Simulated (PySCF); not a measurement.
**One shape, several levels: doublet SiSe+**

We compute a comparison of 6 runs (U-r2SCAN/aug-cc-pVTZ, U-revPBE/aug-cc-pVTZ, UCAM-B3LYP/aug-cc-pVTZ, UM06-2X/aug-cc-pVTZ, USVWN5/aug-cc-pVTZ, UTPSS/aug-cc-pVTZ) of doublet SiSe+. The job is set up through a Python script.

Program for the calculation: PySCF 2.14.0.

1 further run of the same task is left out (set aside as unsound or not needed).

## (1) The system as given

SiSe+: 2 atoms, total charge +1, spin state doublet. SMILES of the parent species: `[Si][Se]`. Geometry: relaxed at PBE0-D4/def2-TZVP. That shape belongs to the parent species and isn't relaxed for this state.

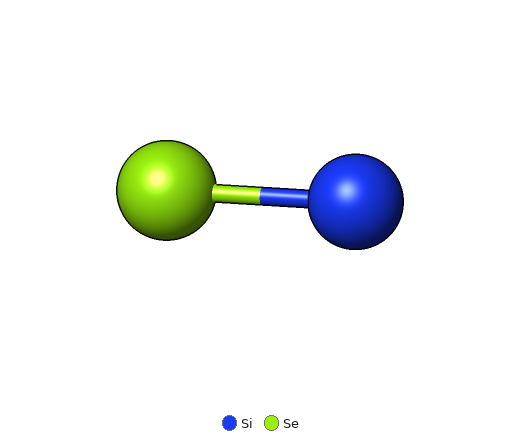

The structure, seen from a chosen angle (silicon blue, selenium green).

## (2) A single-point energy at U-r2SCAN/aug-cc-pVTZ (run 1)

Contents of mol.xyz:

```xyz
2

Si     0.000000     0.000000     0.031440
Se     0.000000     0.000000     2.093090
```

Contents of calc.py:

```python
from pyscf import gto, dft

mol = gto.M(
    atom='mol.xyz',
    verbose=3,
    max_memory=1860,
    spin=1,
    charge=1,
    basis='aug-cc-pvtz',
)

calc0 = dft.UKS(mol, xc='r2scan')
calc0.conv_tol = 1e-10
calc0.grids.level = 5
calc0.kernel()
if not calc0.converged:
    calc0 = calc0.newton().run(calc0.mo_coeff, calc0.mo_occ)

energy = calc0.e_tot
print('E = %.10f Eh' % energy)
```

On the command line:

```bash
$ OMP_NUM_THREADS=1 python calc.py
```

The log of the run:

```text
converged SCF energy = -2690.70415665874  <S^2> = 0.76139824  2S+1 = 2.0113659
E = -2690.7041566587 Eh
```

Wall time 59 s (1 thread of Arm Neoverse N1, shared host); peak memory 0.6 GiB.

## (3) The energy at U-revPBE/aug-cc-pVTZ (run 2)

Contents of run.py:

```python
from pyscf import gto, dft

mol = gto.M(
    atom=[
    ('Si', (0.000000, 0.000000, 0.031440)),
    ('Se', (-0.000000, -0.000000, 2.093090)),
],
    charge=1,
    spin=1,
    verbose=3,
    max_memory=1860,
    basis='aug-cc-pvtz',
)

ks = dft.UKS(mol, xc='revpbe')
ks.grids.level = 5
ks.conv_tol = 1e-10
ks.kernel()
if not ks.converged:
    ks = ks.newton().run(ks.mo_coeff, ks.mo_occ)

etot = ks.e_tot
print('E = %.10f Eh' % etot)
```

On the command line:

```bash
$ OMP_NUM_THREADS=1 python run.py
```

The log of the run:

```text
WARN: HOMO -0.257926321383959 >= LUMO -0.25792632138396

converged SCF energy = -2690.49391050918  <S^2> = 0.75702767  2S+1 = 2.0070154
E = -2690.4939105092 Eh
```

Wall time 30 s (1 thread of Arm Neoverse N1, shared host); peak memory 0.55 GiB.

## (4) A single-point energy at UCAM-B3LYP/aug-cc-pVTZ (run 3)

Contents of geometry.xyz:

```xyz
2
SeSi
Si     0.000000     0.000000     0.031440
Se     0.000000     0.000000     2.093090
```

Contents of job.py:

```python
from pyscf import gto, dft

mol = gto.M(
    atom='geometry.xyz',
    basis='aug-cc-pvtz',
    charge=1,
    verbose=3,
    spin=1,
    max_memory=1860,
)

mf = dft.UKS(mol, xc='cam-b3lyp')
mf.conv_tol = 1e-10
mf.grids.level = 5
mf.kernel()
if not mf.converged:
    mf = mf.newton().run(mf.mo_coeff, mf.mo_occ)

e_tot = mf.e_tot
print('E = %.10f Eh' % e_tot)
```

On the command line:

```bash
$ OMP_NUM_THREADS=1 python job.py
```

The log of the run:

```text
WARN: HOMO -0.275184311478367 >= LUMO -0.275184311478369

converged SCF energy = -2690.86457204237  <S^2> = 0.75963325  2S+1 = 2.0096102
E = -2690.8645720424 Eh
```

Run time: 79 s. Hardware: 1 thread of Arm Neoverse N1, shared host; peak memory 0.55 GiB.

Runs 4 to 5 aren't shown in full; the table further down has their settings and results.

## (5) The energy at UTPSS/aug-cc-pVTZ (run 6)

Contents of job.py:

```python
from pyscf import gto, dft

system = gto.Mole()
system.atom = [
    ('Si', (0.000000, 0.000000, 0.031440)),
    ('Se', (-0.000000, -0.000000, 2.093090)),
]
system.spin = 1
system.basis = 'aug-cc-pvtz'
system.max_memory = 1860
system.charge = 1
system.verbose = 3
system.build()

ks = dft.UKS(system, xc='tpss')
ks.grids.level = 5
ks.conv_tol = 1e-10
ks.kernel()
if not ks.converged:
    ks = ks.newton().run(ks.mo_coeff, ks.mo_occ)

e_final = ks.e_tot
print(f'total energy: {e_final:.8f} hartree')
```

On the command line:

```bash
$ OMP_NUM_THREADS=1 python job.py
```

The log of the run:

```text
WARN: HOMO -0.262375923693503 >= LUMO -0.262375923693506

converged SCF energy = -2690.69708639251  <S^2> = 0.75843719  2S+1 = 2.0084195
total energy: -2690.69708639 hartree
```

Run time: 59 s. Hardware: 1 thread of Arm Neoverse N1, shared host; peak memory 0.6 GiB.

## (6) The series

```csv
run,level,energy (Eh),HOMO energy (eV),LUMO energy (eV),⟨S²⟩,wall time
1,U-r2SCAN/aug-cc-pVTZ,-2690.704157,-13.70,-12.91,0.761,59 s
2,U-revPBE/aug-cc-pVTZ,-2690.493911,-13.40,-13.06,0.757,30 s
3,UCAM-B3LYP/aug-cc-pVTZ,-2690.864572,-15.63,-11.29,0.760,79 s
4,UM06-2X/aug-cc-pVTZ,-2690.748190,-15.38,-11.32,0.760,68 s
5,USVWN5/aug-cc-pVTZ,-2686.188093,-13.56,-13.49,0.754,19 s
6,UTPSS/aug-cc-pVTZ,-2690.697086,-13.53,-13.04,0.758,59 s
```

## (7) Results

| quantity | value |
| --- | --- |
| run 6: total energy | -2690.69709 Eh |
| run 6: HOMO energy (highest over α and β) | -13.53 eV |
| run 6: LUMO energy (lowest over α and β) | -13.04 eV |
| run 6: ⟨S²⟩ | 0.758 |

In words: Totals of different functionals can't be ranked against each other. All runs together took 5.2 min, the longest 79 s.
